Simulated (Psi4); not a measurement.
**U-r2SCAN/cc-pVTZ run of PH (SMILES [PH])**

Aim: the energy change on altering one bond length of PH at U-r2SCAN/cc-pVTZ, from 2 runs. 

Program for the calculation: Psi4 1.11.

2 further runs of the same task are left out: 1 that didn't finish, 1 set aside as unsound or not needed.

**1. The molecule**

PH has 2 atoms, charge 0, and is taken as a triplet. As SMILES, `[PH]`. Geometry: relaxed at PBE0-D4/def2-TZVP.

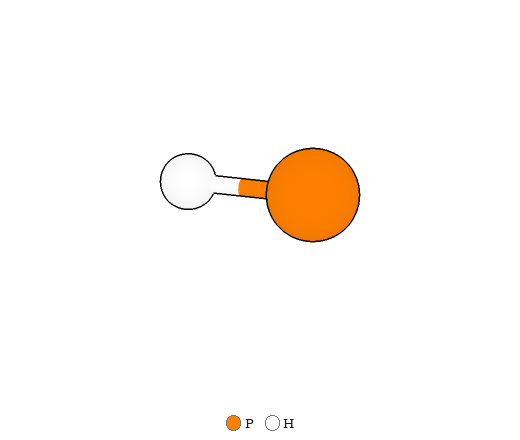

The structure, seen from a chosen angle (phosphorus orange, hydrogen white).

**2. Energy and gradient at U-r2SCAN/cc-pVTZ**

hp.xyz reads:

```xyz
2
HP
P      0.000000     0.000000    -0.014610
H      0.000000     0.000000     1.413680
```

hp.py reads:

```python
import psi4

psi4.set_memory('2200 MB')
psi4.set_num_threads(1)
psi4.core.set_output_file('hp.out', False)

with open('hp.xyz') as f:
    atoms = ''.join(f.readlines()[2:])
m = psi4.geometry('0 3\n' + atoms + 'symmetry c1')

psi4.set_options({
    'reference': 'uks',
    'puream': True,
    'e_convergence': 1e-09,
    'd_convergence': 1e-08,
    'scf_type': 'pk',
    'dft_radial_points': 99,
    'dft_spherical_points': 590,
    'maxiter': 100,
})

e = psi4.gradient('r2scan/cc-pVTZ', molecule=m)
print('gradient / Eh bohr^-1')
print(e.np.round(6))
```

Started as:

```sh
$ python hp.py
```

hp.out:

```text
[...]
  Running in c1 symmetry.
[...]
  Nuclear repulsion =    5.557455530774563
[...]
  Multiplicity = 3
[...]
  Nalpha       = 9
  Nbeta        = 7
[...]
    Number of basis functions: 48
[...]
   @UKS iter   1:  -341.83728290365792   -3.07701e-01   5.15033e-03 DIIS/ADIIS
[...]
   @UKS iter  10:  -341.86229039614648   -5.91172e-12   8.56486e-09 DIIS
[...]
   @S^2 Observed:                2.012785789E+00
[...]
    Orbital Energies [Eh]
    ---------------------
    Alpha Occupied:
       1A    -76.807833     2A     -6.498770     3A     -4.647300
       4A     -4.647300     5A     -4.639432     6A     -0.594549
       7A     -0.323400     8A     -0.241440     9A     -0.241440
    Alpha Virtual:
      10A      0.017000    11A      0.170566    12A      0.227440
      13A      0.227440    14A      0.231184    15A      0.231184
      16A      0.273177    17A      0.273177    18A      0.273194
      19A      0.410099    20A      0.556537    21A      0.814430
      22A      0.814430    23A      1.096655    24A      1.232998
      25A      1.233000    26A      1.241353    27A      1.241353
[...]
  @UKS Final Energy:  -341.86229039614648
   => Energetics <=
    Nuclear Repulsion Energy =              5.5574555307745630
    One-Electron Energy =                -483.2430661623627657
    Two-Electron Energy =                 159.3481639737347564
    DFT Exchange-Correlation Energy =     -23.5248437382930540
    Empirical Dispersion Energy =           0.0000000000000000
    VV10 Nonlocal Energy =                  0.0000000000000000
    Total Energy =                       -341.8622903961464772
[...]
 Multipole Moments:
 ------------------------------------------------------------------------------------
     Multipole            Electronic (a.u.)      Nuclear  (a.u.)        Total (a.u.)
 ------------------------------------------------------------------------------------
 L = 1.  Multiply by 2.5417464519 to convert [e a0] to [Debye]
 Dipole X            :         -0.0000000            0.0000000           -0.0000000
 Dipole Y            :          0.0000000            0.0000000            0.0000000
 Dipole Z            :         -1.1331877            1.3381952            0.2050075
 Magnitude           :                                                    0.2050075
[...]
  -Total Gradient:
     Atom            X                  Y                   Z
    ------   -----------------  -----------------  -----------------
       1        0.000000000000     0.000000000000     0.000357106402
       2       -0.000000000000     0.000000000000    -0.000554268986
[...]
```

Standard output:

```text
gradient / Eh bohr^-1
[[ 0.        0.        0.000357]
 [-0.        0.       -0.000554]]
```

It took 29 s on 1 thread of Intel Xeon at 2.50GHz (Skylake/Cascade Lake), shared host; peak memory 0.79 GiB.

**3. The distorted shape**

calc.inp reads:

```
memory 2200 mb

molecule mol {
  0 3
  P      0.000000     0.000000    -0.228820
  H      0.000000     0.000000     1.413680
  symmetry c1
  no_reorient
  no_com
}

set {
  reference            uks
  puream               true
  e_convergence        1e-09
  d_convergence        1e-08
  scf_type             pk
  dft_radial_points    99
  dft_spherical_points 590
  maxiter              100
}

E, wfn = gradient("r2scan/cc-pVTZ", return_wfn=True)
print_variables()
```

Started as:

```sh
$ psi4 -n 1 calc.inp calc.out
```

calc.out:

```text
[...]
  Running in c1 symmetry.
[...]
  Nuclear repulsion =    4.832668590593608
[...]
  Multiplicity = 3
[...]
  Nalpha       = 9
  Nbeta        = 7
[...]
    Number of basis functions: 48
[...]
   @UKS iter   1:  -341.82986243181779   -3.54196e-01   4.76880e-03 DIIS/ADIIS
[...]
   @UKS iter  10:  -341.85030053382314   -2.72848e-12   8.37496e-09 DIIS
[...]
   @S^2 Observed:                2.013311018E+00
[...]
    Orbital Energies [Eh]
    ---------------------
    Alpha Occupied:
       1A    -76.822428     2A     -6.510094     3A     -4.658381
       4A     -4.658381     5A     -4.652019     6A     -0.577720
       7A     -0.311725     8A     -0.242939     9A     -0.242939
    Alpha Virtual:
      10A     -0.028692    11A      0.187880    12A      0.226399
      13A      0.226399    14A      0.229280    15A      0.229280
      16A      0.266748    17A      0.271023    18A      0.271023
      19A      0.391194    20A      0.499224    21A      0.760617
      22A      0.760617    23A      1.092083    24A      1.228516
      25A      1.228517    26A      1.246409    27A      1.246409
[...]
  @UKS Final Energy:  -341.85030053382314
   => Energetics <=
    Nuclear Repulsion Energy =              4.8326685905936078
    One-Electron Energy =                -481.7358582698108762
    Two-Electron Energy =                 158.5258325925455551
    DFT Exchange-Correlation Energy =     -23.4729434471514011
    Empirical Dispersion Energy =           0.0000000000000000
    VV10 Nonlocal Energy =                  0.0000000000000000
    Total Energy =                       -341.8503005338231446
[...]
 Multipole Moments:
 ------------------------------------------------------------------------------------
     Multipole            Electronic (a.u.)      Nuclear  (a.u.)        Total (a.u.)
 ------------------------------------------------------------------------------------
 L = 1.  Multiply by 2.5417464519 to convert [e a0] to [Debye]
 Dipole X            :          0.0000000            0.0000000            0.0000000
 Dipole Y            :         -0.0000000            0.0000000           -0.0000000
 Dipole Z            :          3.9031680           -3.8146390            0.0885291
 Magnitude           :                                                    0.0885291
[...]
  -Total Gradient:
     Atom            X                  Y                   Z
    ------   -----------------  -----------------  -----------------
       1        0.000000000000     0.000000000001    -0.050905875408
       2        0.000000000000     0.000000000000     0.050388678531
[...]
```

It took 29 s on 1 thread of Intel Xeon at 2.50GHz (Skylake/Cascade Lake), shared host; peak memory 0.79 GiB.

**4. Summary of results**

Level: U-r2SCAN/cc-pVTZ.

| quantity | value |
| --- | --- |
| first shape: total energy | -341.86229 Eh |
| first shape: dipole moment | 0.52 D |
| first shape: HOMO energy (highest over α and β) | -6.57 eV |
| first shape: LUMO energy (lowest over α and β) | -3.42 eV |
| first shape: ⟨S²⟩ | 2.013 |
| first shape: largest force on an atom | 0.029 eV/Å |
| distorted shape: total energy | -341.85030 Eh |
| distorted shape: dipole moment | 0.23 D |
| distorted shape: HOMO energy (highest over α and β) | -6.61 eV |
| distorted shape: LUMO energy (lowest over α and β) | -3.47 eV |
| distorted shape: ⟨S²⟩ | 2.013 |
| distorted shape: largest force on an atom | 2.618 eV/Å |
| energy change with the P1–H2 bond stretched from 1.428 to 1.643 Å | 0.326 eV |

In words: With the P1–H2 bond stretched from 1.428 to 1.643 Å the energy rises by 0.33 eV (31.5 kJ/mol).
